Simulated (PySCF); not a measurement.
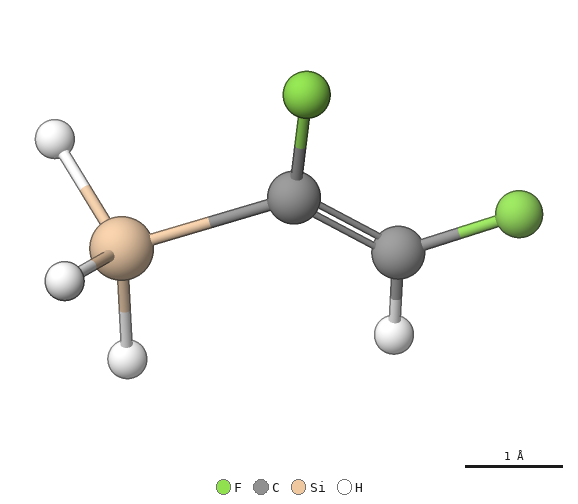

Ball-and-stick drawing of a structure.

The computed structure is the end point of a GFN2-xTB optimisation. No frequency run is at hand to confirm it as a minimum.

> What is the molecular formula?

C2H4F2Si, 9 atoms: 2 carbon, 4 hydrogen, 2 fluorine and 1 silicon.

> What is the point group of this geometry?

Cs.

> Name some functional groups or characteristic bonds that it holds.

Among them: alkene, C–F bond, Si–H bond.

> How many atoms are distinct by symmetry?

8: 1 F, 1 C, 1 C, 1 F, 1 Si, 1 H, 2 H, 1 H.

> Write the SMILES.

F/C=C(\F)[SiH3]

The parts below concern this one geometry. Atoms keep their numbers from picture to picture.

### Polarisability

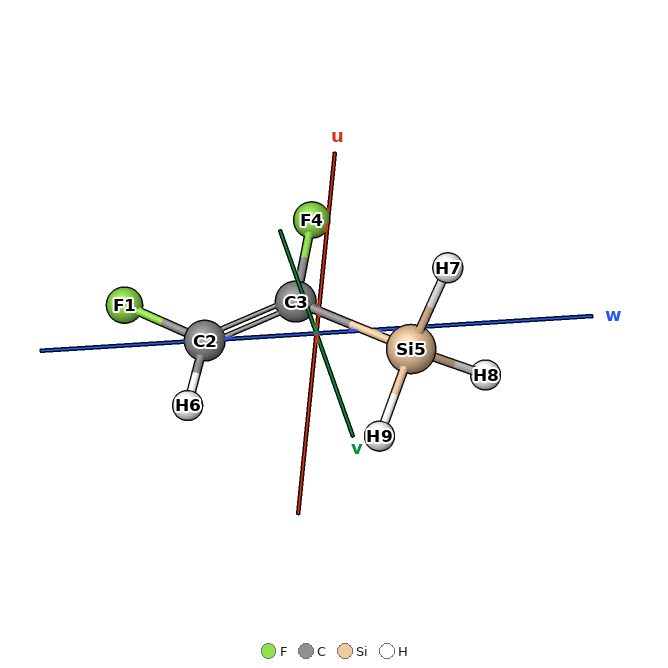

The lines u, v and w are the principal axes of the static dipole polarisability. No frequency run is at hand to confirm it as a minimum. Computed with PBE0/def2-SVPD (PySCF 2.14.0).

> Along which axis is the molecule most polarisable, and along which least?

Most along w (close to the long direction F1···Si5), least along v.

> Give the three principal values.

u 50.8, v 42.9, w 68.5 bohr³; mean 54.1, anisotropy 22.7 bohr³.

### Excitation

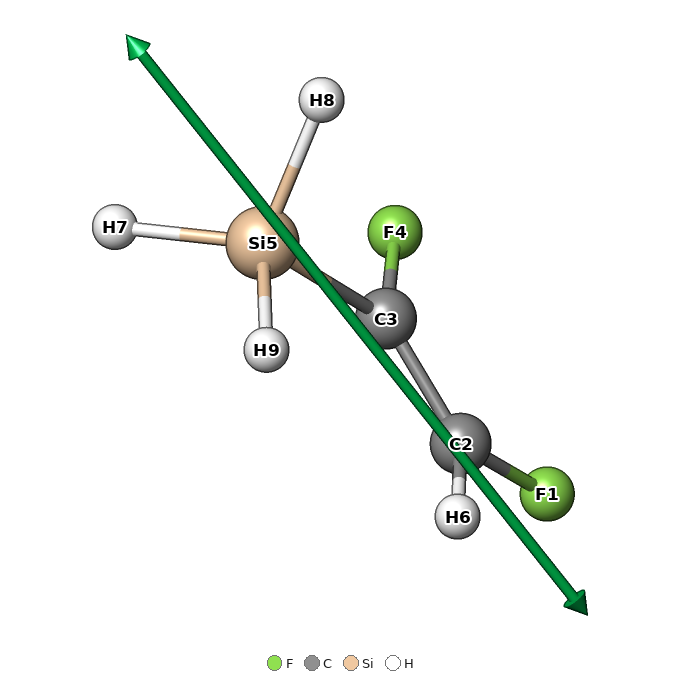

The double arrow shows the direction of the transition dipole to excited singlet state 3 (its length means nothing). No frequency run is at hand to confirm it as a minimum. Properties computed with TDDFT PBE0/def2-SVPD, vertical, gas phase, core orbitals frozen in the response (PySCF 2.14.0).

> Where does the transition lie, and how strong is it?

7.21 eV (172 nm), oscillator strength 0.39, mainly HOMO → LUMO (weight 0.92); transition dipole 3.79 D.

### Charges

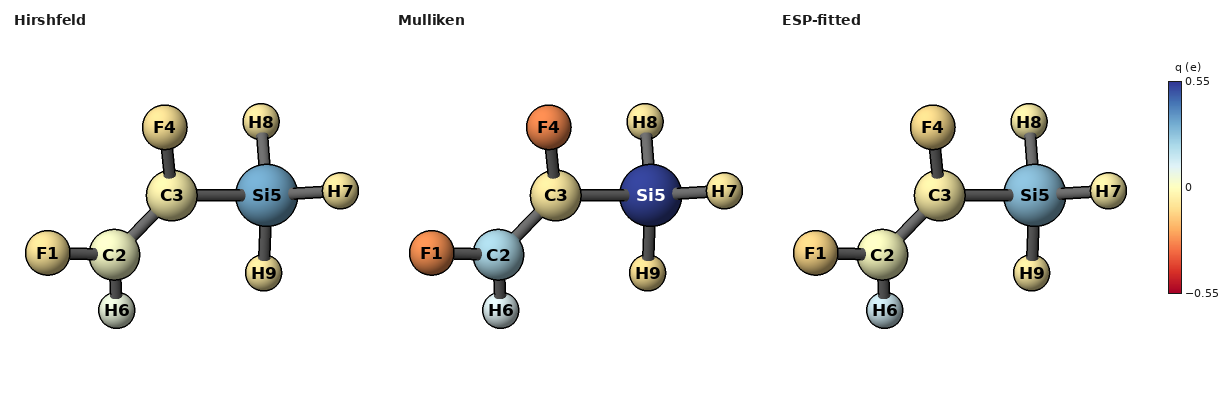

Atomic charges of one calculation by 3 schemes, on one colour scale. No frequency run is at hand to confirm it as a minimum. Computed with PBE0/pcSseg-1 (PySCF 2.14.0).

> Which scheme gives the most polar picture (largest mean size of the charges)?

The Mulliken charges are the largest in size here, and the Hirshfeld charges the smallest.

> On which atom do the schemes disagree most?

On Si5 (from 0.28 to 0.52 e).

List the charges (e), one line for each set of equivalent atoms.

```tsv
atom	Hirshfeld	Mulliken	ESP-fitted
F1	−0.08	−0.26	−0.12
C2	0.02	0.21	0.00
C3	−0.03	−0.07	−0.05
F4	−0.09	−0.28	−0.11
Si5	0.32	0.52	0.28
H6	0.06	0.11	0.14
H7, H8	−0.07	−0.07	−0.05
H9	−0.07	−0.09	−0.06
```

Mulliken values depend strongly on the basis set and can even reverse the polarity of a bond. The geometry is semi-empirical. Around Si such bond lengths and angles can be off by a tenth of an ångström or more and by several degrees, and values that hang on the shape move with them.
